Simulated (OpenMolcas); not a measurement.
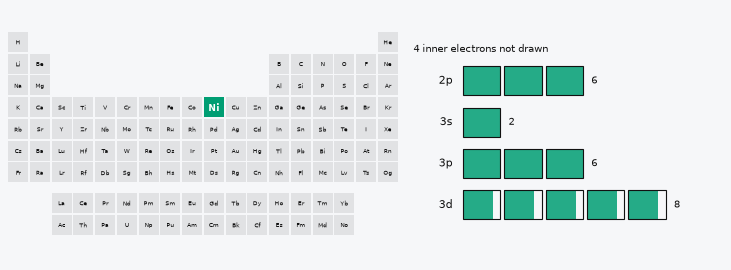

Left, the place of nickel in the periodic table; right, the outer shells of the leading configuration of the lowest level: a box for each of the 2l + 1 orbitals, shaded by the share of the shell that is filled, with the electron count at the right.

## Multiconfigurational calculation for Ni²⁺ complex

- system: Ni²⁺ with 6 ligands (Cl; octahedron, 2.619 Å), embedded in Cs2NaYCl6 by model potentials and point charges, whose field is part of the energies.
- method: state-averaged SS-CASPT2, IPEA shift 0.25, imaginary shift 0.1 hartree, closed shells 3s 3p of the metal and the valence shells of the ligands correlated, active space 8 electrons in the shell 3d, basis ANO-RCC-VTZP on the metal and ANO-RCC-VDZP on the ligands, DKH2 scalar Hamiltonian, spin-orbit coupling by RASSI with atomic mean-field integrals (OpenMolcas)

Log (extracts):
```
--- CASPT2 ---
Orbital specifications:
      -----------------------

      Symmetry species                           1   2
                                                ag  au
      Frozen orbitals                           17  18
      Inactive orbitals                         13  15
      Active orbitals                            5   0
      Secondary orbitals                        61  62
      Deleted orbitals                           0   0
      Number of basis functions                 96  95
Type of calculation                        SS-CASPT2
      Fock operator                              state-specific
      IPEA shift                                 0.25
      Real shift                                 0.00
      Imaginary shift                            0.10
      The input orbitals will be transformed to quasi-canonical
Reference energy:       -4285.7078904574
      E2 (Non-variational):      -1.6091148180
      Shift correction:          -0.0019106017
      E2 (Variational):          -1.6110254197
      Total energy:           -4287.3189158771
      Residual norm:              0.0000001387
      Reference weight:           0.67721
      Contributions to the CASPT2 correlation energy
      Active & Virtual Only:         -0.2728408712
      One Inactive Excited:          -0.3233805544
      Two Inactive Excited:          -1.0128933924
Reference energy:       -4285.6952528120
      E2 (Non-variational):      -1.6036423389
      Shift correction:          -0.0018954228
      E2 (Variational):          -1.6055377618
      Total energy:           -4287.3007905737
      Residual norm:              0.0000002172
      Reference weight:           0.67835
      Contributions to the CASPT2 correlation energy
      Active & Virtual Only:         -0.2714803762
      One Inactive Excited:          -0.3219016930
      Two Inactive Excited:          -1.0102602698
::    CASPT2 Root  1     Total energy:  -4287.31891588
::    CASPT2 Root  2     Total energy:  -4287.30079057
::    CASPT2 Root  3     Total energy:  -4287.30081492
::    CASPT2 Root  4     Total energy:  -4287.30083159
::    CASPT2 Root  5     Total energy:  -4287.29062179
::    CASPT2 Root  6     Total energy:  -4287.29063172
::    CASPT2 Root  7     Total energy:  -4287.29109956
::    CASPT2 Root  8     Total energy:  -4287.23156360
::    CASPT2 Root  9     Total energy:  -4287.23164185
::    CASPT2 Root 10     Total energy:  -4287.23158181
--- CASPT2 ---
Orbital specifications:
      -----------------------

      Symmetry species                           1   2
                                                ag  au
      Frozen orbitals                           17  18
      Inactive orbitals                         13  15
      Active orbitals                            5   0
      Secondary orbitals                        61  62
      Deleted orbitals                           0   0
      Number of basis functions                 96  95
Type of calculation                        SS-CASPT2
      Fock operator                              state-specific
      IPEA shift                                 0.25
      Real shift                                 0.00
      Imaginary shift                            0.10
      The input orbitals will be transformed to quasi-canonical
Reference energy:       -4285.6279981339
      E2 (Non-variational):      -1.6336515715
      Shift correction:          -0.0024731514
      E2 (Variational):          -1.6361247229
      Total energy:           -4287.2641228568
      Residual norm:              0.0000003957
      Reference weight:           0.67009
      Contributions to the CASPT2 correlation energy
      Active & Virtual Only:         -0.2807971184
      One Inactive Excited:          -0.3310293301
      Two Inactive Excited:          -1.0218251230
Reference energy:       -4285.6279981339
      E2 (Non-variational):      -1.6336002899
      Shift correction:          -0.0024714671
      E2 (Variational):          -1.6360717570
      Total energy:           -4287.2640698909
      Residual norm:              0.0000005069
      Reference weight:           0.67009
      Contributions to the CASPT2 correlation energy
      Active & Virtual Only:         -0.2807599332
      One Inactive Excited:          -0.3310155573
      Two Inactive Excited:          -1.0218247994
::    CASPT2 Root  1     Total energy:  -4287.26412286
::    CASPT2 Root  2     Total energy:  -4287.26406989
::    CASPT2 Root  3     Total energy:  -4287.24638609
::    CASPT2 Root  4     Total energy:  -4287.24634604
::    CASPT2 Root  5     Total energy:  -4287.24642294
::    CASPT2 Root  6     Total energy:  -4287.22361212
::    CASPT2 Root  7     Total energy:  -4287.20846971
::    CASPT2 Root  8     Total energy:  -4287.20828614
::    CASPT2 Root  9     Total energy:  -4287.20842460
::    CASPT2 Root 10     Total energy:  -4287.20032339
::    CASPT2 Root 11     Total energy:  -4287.20041439
::    CASPT2 Root 12     Total energy:  -4287.19799352
::    CASPT2 Root 13     Total energy:  -4287.19794479
::    CASPT2 Root 14     Total energy:  -4287.19799752
::    CASPT2 Root 15     Total energy:  -4287.06928165
```

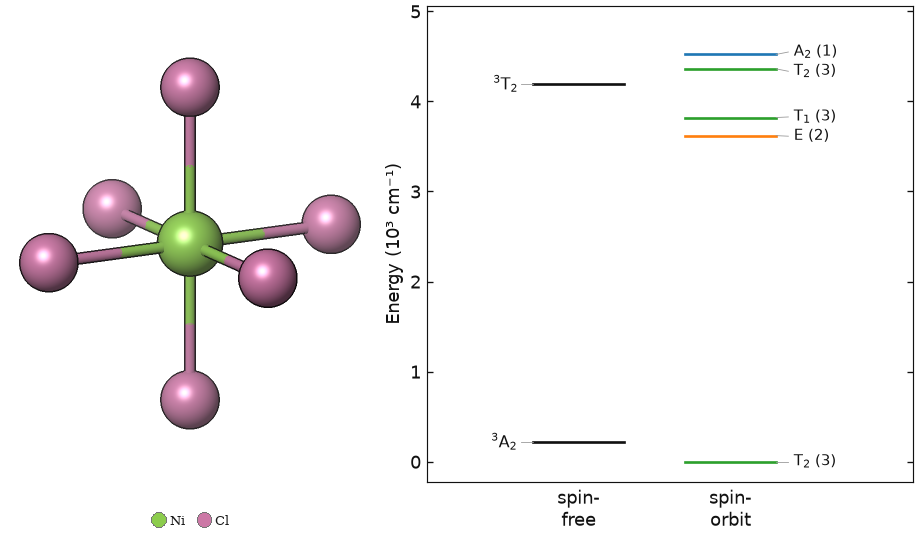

Ni²⁺ (3d⁸) as a dopant in Cs₂NaYCl₆, a cluster with its 6 nearest Cl⁻ at 2.619 Å (octahedron) embedded in model potentials and point charges; the geometry was set, not optimised, and its levels. Labels give the representation in O, Td, D4 or D3 as the site allows (double group for half-integer spin) where it could be assigned and, in brackets, the degeneracy; spin-free states, where drawn, share the zero of the spin-orbit levels. The ground level is T₂, 3-fold degenerate, 100 % from states of spin multiplicity 3. The next level lies at 3,620 cm⁻¹ (E). The lowest spin-free state is ³A₂, from the free-ion F term; of the same spin there follows at 3,970 cm⁻¹ (³T₂) above it.

Input:
```
&GATEWAY
Basis set
Ni.ANO-RCC-VTZP.
Ni1 0.0 0.0 0.0 Angstrom
End of basis
Basis set
Cl.ANO-RCC-VDZP.
L1 2.619000 0.000000 0.000000 Angstrom
L2 0.000000 2.619000 0.000000 Angstrom
L3 0.000000 0.000000 2.619000 Angstrom
End of basis
Basis set
Na.EMB-AIMP.Al-Abdalla.7s4p.1s1p.ECP.Cs2NaYCl6.
PseudoCharge
* 3 symmetry-unique lattice sites within 7.6 angstrom
End of basis
Basis set
Cs.EMB-AIMP.Al-Abdalla.0s.0s.ECP.Cs2NaYCl6.
PseudoCharge
* 4 symmetry-unique lattice sites within 7.6 angstrom
End of basis
Basis set
Cl.EMB-AIMP.Al-Abdalla.0s.0s.ECP.Cs2NaYCl6.
PseudoCharge
* 12 symmetry-unique lattice sites within 7.6 angstrom
End of basis
Basis set
Y.EMB-AIMP.Al-Abdalla.0s.0s.ECP.Cs2NaYCl6.
PseudoCharge
* 6 symmetry-unique lattice sites within 7.6 angstrom
End of basis
Symmetry
XYZ
AngMom=0.0 0.0 0.0
AMFI
RICD
XField
1564 Angstrom 0
* Evjen-weighted lattice charges
&SEWARD
&RASSCF
FileOrb=start.orb
Symmetry=1
Spin=3
nActEl=8 0 0
Inactive=30 33
Ras2=5 0
CIRoot=10 10 1
SDav=10
CIMx=300
Iter=150 100
PrWF=0.3
OrbListing=Nothing
MaxOrb=0
LevShft=1.0
>>> COPY $Project.JobIph JOB001
&RASSCF
FileOrb=start.orb
Symmetry=1
Spin=1
nActEl=8 0 0
Inactive=30 33
Ras2=5 0
CIRoot=15 15 1
SDav=15
CIMx=300
Iter=150 100
PrWF=0.3
OrbListing=Nothing
MaxOrb=0
LevShft=1.0
>>> COPY $Project.JobIph JOB002
&RASSI
NrOfJobIphs=2 10 15
1 2 3 4 5 6 7 8 9 10
1 2 3 4 5 6 7 8 9 10 11 12 13 14 15
IphNames
JOB001
JOB002
EJob
SpinOrbit
DIPRint=1.0
SOCoupling=1000.0
Subsets=2
Property=9
'ANGMOM' 1 'ANGMOM' 2 'ANGMOM' 3 'MLTPL  1' 1 'MLTPL  1' 2 'MLTPL  1' 3
'AMFI' 1 'AMFI' 2 'AMFI' 3
SOProperty=3
'ANGMOM' 1 'ANGMOM' 2 'ANGMOM' 3
>>> COPY JOB001 $Project.JobIph
&CASPT2
Multistate=10 1 2 3 4 5 6 7 8 9 10
NoMult
Frozen=17 18
IPEA=0.25
Imaginary=0.1
MaxIter=60
WThr=0.0 0.3 0.05
PrWF=0.5
NoMix
>>> COPY JOB002 $Project.JobIph
&CASPT2
Multistate=15 1 2 3 4 5 6 7 8 9 10 11 12 13 14 15
NoMult
Frozen=17 18
IPEA=0.25
Imaginary=0.1
MaxIter=60
WThr=0.0 0.3 0.05
PrWF=0.5
NoMix
```

The file start.orb holds starting orbitals from an earlier step. A driver script formed the levels outside the program, from RASSI's spin-orbit matrix and the CASPT2 energies (for multi-state variants, the effective Hamiltonian), averaged over the components of each term or state. The log and the time are those of the CASPT2 step.

Run as:
```bash
OMP_NUM_THREADS=1 MOLCAS_MEM=2457 MOLCAS_PROJECT=a pymolcas a.inp > a.log  # once for each step of the input, in one work folder
```

Summary:

- outcome: converged
- energy of the lowest spin-free term: −4287.31892 hartree
- energy of the lowest spin-orbit level: −4287.31991 hartree
- CASPT2 correlation energy: −1.6110 hartree
- largest spread among components of a term: 104.9 cm⁻¹
- lowest reference weight: 0.667
- hardware: 1 thread of Arm Neoverse V2, 24 GiB of memory available, shared host
- wall time: 2.5 min
- peak memory: 0.2 GiB

Notes:

The components of ³T1, which symmetry makes degenerate, are split by 105 cm⁻¹ in CASPT2. This is an artefact; the levels of such states rest on averages and are uncertain by about as much. Limits: with a single d shell and no ligand orbitals active, the ligand field and the g values of a late 3d ion can be well off; the geometry is set by hand, with no relaxation.
